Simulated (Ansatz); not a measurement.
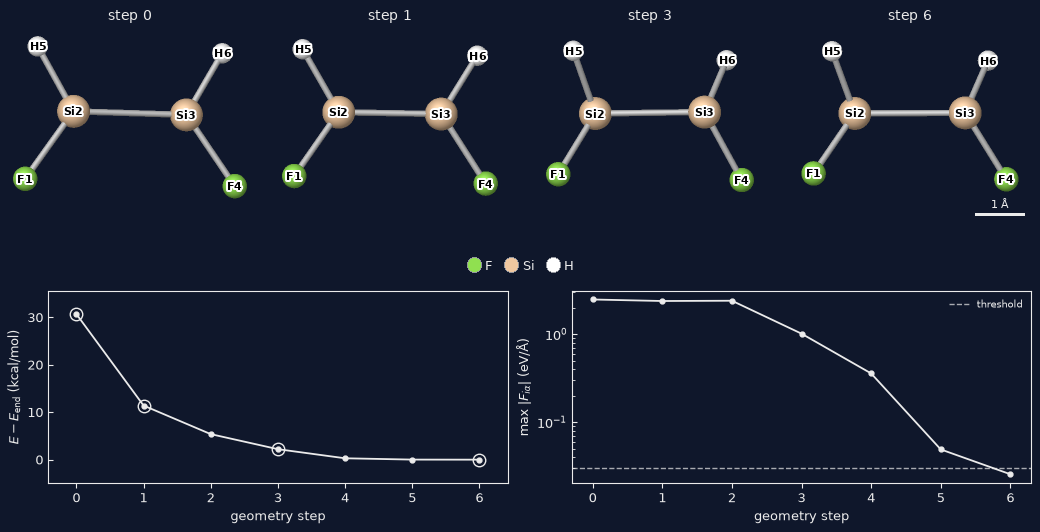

Frames of a relaxation of Si$_{2}$H$_{2}$F$_{2}$, marked on the history of the run. A ball-and-stick model, seen at a tilt.

It is one of the separated reactants of a reaction.

Computed with RKS PBE-D4/def2-SVP (Ansatz).

The input:
```yaml
crystal:
  periodic: [false, false, false]
  atoms:
    - {symbol: F, position_ang: [-0.875285, 0.437410, -2.445143]}
    - {symbol: Si, position_ang: [0.240706, 0.479785, -1.069752]}
    - {symbol: Si, position_ang: [-0.166766, -0.450784, 1.096128]}
    - {symbol: F, position_ang: [-1.584891, -1.402335, 1.567717]}
    - {symbol: H, position_ang: [1.489906, 1.316677, -1.339979]}
    - {symbol: H, position_ang: [0.896329, -0.380752, 2.191030]}
basis:
  gaussian: {orbitals: def2-SVP}
hamiltonian: {xc: pbe, dispersion: d4}
relax: {f_tol: 0.03, max_steps: 250}
```

Run as
```bash
ansatz run in.yaml --threads 2 --pin off --events-out ev --progress --plain --max-ram 4352MiB
```

**Describe the path.**

Over 6 geometry steps the energy falls by 30.7 kcal/mol. Largest force component: 2.5 eV/Å at the start, 0.026 eV/Å at the end. The largest moves after the best rigid fit, 0.38 Å, are those of H5 and H6. By element the largest moves are H 0.38 Å, Si 0.34 Å, F 0.25 Å. Near-neighbour distances that change, for instance: F1–Si2 1.772 → 1.645 Å, Si2–Si3 2.392 → 2.267 Å, Si2–H5 1.528 → 1.519 Å. Among the angles between lasting bonds that change: Si2–Si3–H6 120.8° → 106.6°, F4–Si3–H6 113.0° → 106.5°, Si2–Si3–F4 125.9° → 120.0°. The run took 7 s on 2 threads of Arm Neoverse V2, with other jobs on the host. From step 0 to 1: F atoms move most (0.19 Å), energy −19.3 kcal/mol. From step 1 to 3: H atoms move most (0.33 Å), energy −9.20 kcal/mol. From step 3 to 6: F atoms move most (0.10 Å), energy −2.21 kcal/mol.
